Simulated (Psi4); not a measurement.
**Calculation of the molecule and its ions, with input and output: F₂**

System: F₂, SMILES FF.
Method: EP2/cc-pVDZ-F12, RHF (Psi4 1.11).

The geometry comes from this level: PBE0-D4/def2-TZVP.

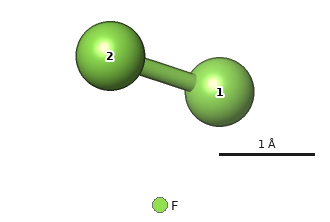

Figure 1. The structure as given in the input (ball-and-stick view, seen at a tilt; atoms are numbered from 1 in the order of the input).

Input (job.in)
```
memory 1600 MB

molecule {
  0 1
  F     -1.10341108     0.40137783    -0.55746921
  F      1.10341108    -0.40137783     0.55746921
  units au
  symmetry c1
}

set basis cc-pVDZ-F12
set scf_type disk_df
set ep2_num_ip 2
set ep2_num_ea 1

result, w = energy("ep2", return_wfn=True)
```

Run on 1 thread of Intel Xeon (Granite Rapids), 16 GiB of memory available, shared host.

Launch command:
```bash
psi4 -n 1 job.in job.out
```

What the program printed
```
Psi4 1.11 release

   => Loading Basis Set <=

    Name: CC-PVDZ-F12
    Role: ORBITAL
    Keyword: BASIS

         ---------------------------------------------------------
                                   SCF
                              RHF Reference
                        1 Threads,   1525 MiB Core
         ---------------------------------------------------------

  ==> Geometry <==

    Molecular point group: c1
    Full point group: D_inf_h

    Geometry (in Bohr), charge = 0, multiplicity = 1:

       Center              X                  Y                   Z               Mass
    ------------   -----------------  -----------------  -----------------  -----------------
         F           -1.299766168963     0.000000000000     0.000000000000    18.998403162730
         F            1.299766168963    -0.000000000000    -0.000000000000    18.998403162730

  Running in c1 symmetry.

  Rotational constants: A = ************  B =      0.93781  C =      0.93781 [cm^-1]
  Rotational constants: A = ************  B =  28114.95425  C =  28114.95425 [MHz]
  Nuclear repulsion =   31.159450805153512

  Charge       = 0
  Multiplicity = 1
  Electrons    = 18
  Nalpha       = 9
  Nbeta        = 9

  ==> Algorithm <==

  SCF Algorithm Type is DISK_DF.
  DIIS enabled.
  MOM disabled.
  Fractional occupation disabled.
  Guess Type is SAD.
  Energy threshold   = 1.00e-08
  Density threshold  = 1.00e-08
  Integral threshold = 1.00e-12

  ==> Primary Basis <==

  Basis Set: CC-PVDZ-F12
    Blend: CC-PVDZ-F12
    Number of shells: 24
    Number of basis functions: 60
    Number of Cartesian functions: 64
    Spherical Harmonics?: true
    Max angular momentum: 2

   => Loading Basis Set <=

    Name: (CC-PVDZ-F12 AUX)
    Role: JKFIT
    Keyword: DF_BASIS_SCF

  ==> Integral Setup <==

  ==> DiskDFJK: Density-Fitted J/K Matrices <==

    J tasked:                  Yes
    K tasked:                  Yes
    wK tasked:                  No
    Integrals threads:           1
    Memory [MiB]:             1144
    Algorithm:                Core
    Integral Cache:           NONE
    Schwarz Cutoff:          1E-12
    Fitting Condition:       1E-10

   => Auxiliary Basis Set <=

  Basis Set: (CC-PVDZ-F12 AUX)
    Blend: DEF2-UNIVERSAL-JKFIT
    Number of shells: 50
    Number of basis functions: 154
    Number of Cartesian functions: 186
    Spherical Harmonics?: true
    Max angular momentum: 4

  Minimum eigenvalue in the overlap matrix is 3.8954541562E-03.
  Reciprocal condition number of the overlap matrix is 8.9398147461E-04.
    Using symmetric orthogonalization.

  ==> Pre-Iterations <==

  SCF Guess: Superposition of Atomic Densities via on-the-fly atomic UHF (no occupation information).

   -------------------------
    Irrep   Nso     Nmo
   -------------------------
     A         60      60
   -------------------------
    Total      60      60
   -------------------------

  ==> Iterations <==

                           Total Energy        Delta E     RMS |[F,P]|

   @DF-RHF iter SAD:  -198.18933333366886   -1.98189e+02   0.00000e+00
   @DF-RHF iter   1:  -198.73006867808638   -5.40735e-01   4.72030e-03 ADIIS/DIIS
   @DF-RHF iter   2:  -198.75245526495087   -2.23866e-02   1.53564e-03 ADIIS/DIIS
   @DF-RHF iter   3:  -198.75419672174041   -1.74146e-03   2.84133e-04 ADIIS/DIIS
   @DF-RHF iter   4:  -198.75433014444729   -1.33423e-04   9.06777e-05 DIIS
   @DF-RHF iter   5:  -198.75434264845461   -1.25040e-05   1.52576e-05 DIIS
   @DF-RHF iter   6:  -198.75434302571921   -3.77265e-07   1.37546e-06 DIIS
   @DF-RHF iter   7:  -198.75434302737213   -1.65292e-09   7.51858e-08 DIIS
   @DF-RHF iter   8:  -198.75434302738091   -8.78231e-12   7.92843e-09 DIIS
  Energy and wave function converged.

  ==> Post-Iterations <==

    Orbital Energies [Eh]
    ---------------------

    Doubly Occupied:

       1A    -26.430219     2A    -26.429955     3A     -1.787757
       4A     -1.490882     5A     -0.819701     6A     -0.819701
       7A     -0.768539     8A     -0.660340     9A     -0.660340

    Virtual:

      10A      0.079705    11A      0.177845    12A      0.189601
      13A      0.191792    14A      0.191792    15A      0.246745
      16A      0.246745    17A      0.271648    18A      0.473156
      19A      1.074744    20A      1.074744    21A      1.102824
      22A      1.152292    23A      1.169575    24A      1.169575
      25A      1.450914    26A      1.450914    27A      1.455443
      28A      1.455443    29A      1.587539    30A      1.767277
      31A      1.767277    32A      1.930334    33A      2.204038
      34A      2.297764    35A      2.297764    36A      2.900426
      37A      4.558042    38A      4.704271    39A      4.704271
      40A      4.860934    41A      4.860934    42A      5.630853
      43A      5.630853    44A      5.749049    45A      5.749049
      46A      5.786470    47A      5.786470    48A      5.802790
      49A      5.852892    50A      5.852892    51A      5.996415
      52A      6.075852    53A     10.634475    54A     11.959676
      55A     20.825900    56A     20.844455    57A     20.844455
      58A     20.970339    59A     20.970339    60A     21.548762

    Final Occupation by Irrep:
              A
    DOCC [     9 ]
    NA   [     9 ]
    NB   [     9 ]

  @DF-RHF Final Energy:  -198.75434302738091

   => Energetics <=

    Nuclear Repulsion Energy =             31.1594508051535115
    One-Electron Energy =                -340.0927189584021448
    Two-Electron Energy =                 110.1789251258676927
    Total Energy =                       -198.7543430273809122

Computation Completed

Properties will be evaluated at   0.000000,   0.000000,   0.000000 [a0]

Properties computed using the SCF density matrix

 Multipole Moments:

 ------------------------------------------------------------------------------------
     Multipole            Electronic (a.u.)      Nuclear  (a.u.)        Total (a.u.)
 ------------------------------------------------------------------------------------

 L = 1.  Multiply by 2.5417464519 to convert [e a0] to [Debye]
 Dipole X            :          0.0000000            0.0000000            0.0000000
 Dipole Y            :         -0.0000000            0.0000000           -0.0000000
 Dipole Z            :         -0.0000000            0.0000000           -0.0000000
 Magnitude           :                                                    0.0000000

 ------------------------------------------------------------------------------------

	total time  =          0 seconds =       0.00 minutes
   => Loading Basis Set <=

    Name: (CC-PVDZ-F12 AUX)
    Role: RIFIT
    Keyword: DF_BASIS_EP2

         ---------------------------------------------------------
                  Second-Order Electron Propagator Theory

         ---------------------------------------------------------

  DFHelper Memory: AOs need 0.005 GiB; user supplied 1.192 GiB.
  SCF_SUBTYPE=INCORE selected. In-core MEM_DF algorithm will be used.
  Using in-core AOs.

  ==> Algorithm <==

  Number of orbitals:            3
  Maximum iterations:           20
  Convergence threshold:  5.00e-05

  ==> Iterations <==

   --------------------------------------------
    Iter   Residual RMS      Max RMS    Remain
   --------------------------------------------
      1     0.13018755     0.16883861      3
      2     0.01630404     0.02294958      3
      3     0.00050526     0.00075152      2
      4     0.00035058     0.00052046      2
      5     0.00003506     0.00005230      2
      6     0.00000200     0.00000299      0
   --------------------------------------------

  ==> Results <==

    Orbital  Koopmans (eV)     EP2 (eV)   EP2 PS
  ----------------------------------------------
        8A         -17.969       -14.007    0.873
        9A         -17.969       -14.007    0.873
       10A           2.169         0.812    0.944
  ----------------------------------------------

  EP2 has completed successfully!

	total time  =          0 seconds =       0.00 minutes

    Psi4 run time: 0:00:00.58
```

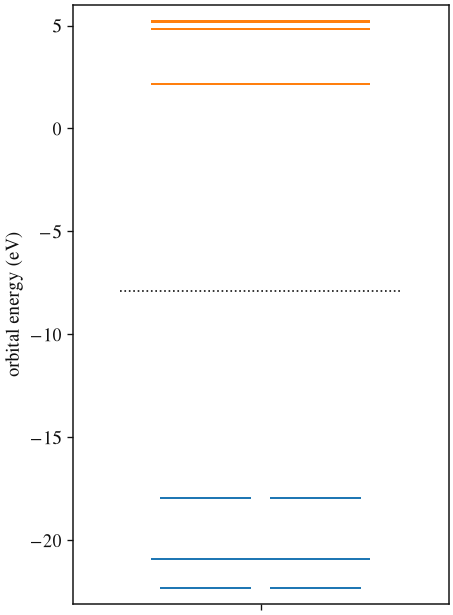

Figure 2. Orbital energies near the frontier; the dotted line parts filled from empty levels, and levels within 0.02 eV of each other stand side by side. Highest filled −17.97 eV, lowest empty 2.17 eV, 20.14 eV apart.

Summary

- outcome: converged
- total energy: −198.754343 hartree
- basis functions: 60
- HOMO: −17.97 eV
- LUMO: 2.17 eV
- wall time: 1.4 s
- peak memory: 0.21 GiB
